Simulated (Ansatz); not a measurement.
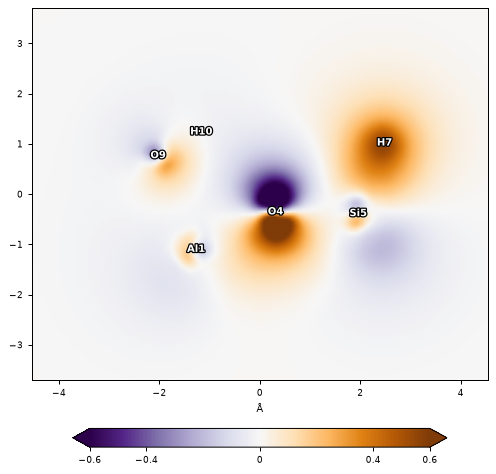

The picture shows: AlH$_{7}$O$_{2}$Si. The HOMO−1 on the plane of atoms O4, Al1 and O9 (values in Å⁻³ᐟ²; the overall sign is arbitrary).

Theory: RKS PBE0/def2-SVP in Ansatz.

```xyz
11

Al    0.1887   -0.0086    0.2049
H     0.7267   -0.5003    1.6267
H     1.1461    0.1144   -1.0577
O    -1.5026   -0.3276   -0.1300
Si   -2.7332   -1.2249   -0.7486
H    -2.9350   -2.4903    0.0261
H    -4.0053   -0.4370   -0.6839
H    -2.4892   -1.5917   -2.1798
O    -0.3715    1.8603    0.6820
H    -1.3286    1.7344    0.5506
H    -0.2398    2.1183    1.6039
```

Where does this orbital lie, and at what energy?

Answer. Its weight (Hirshfeld) is mainly on O4 (about 35 %), Si5 (about 20 %), H7 (about 20 %) and H6 (about 5 %). Its energy is −8.34 eV.
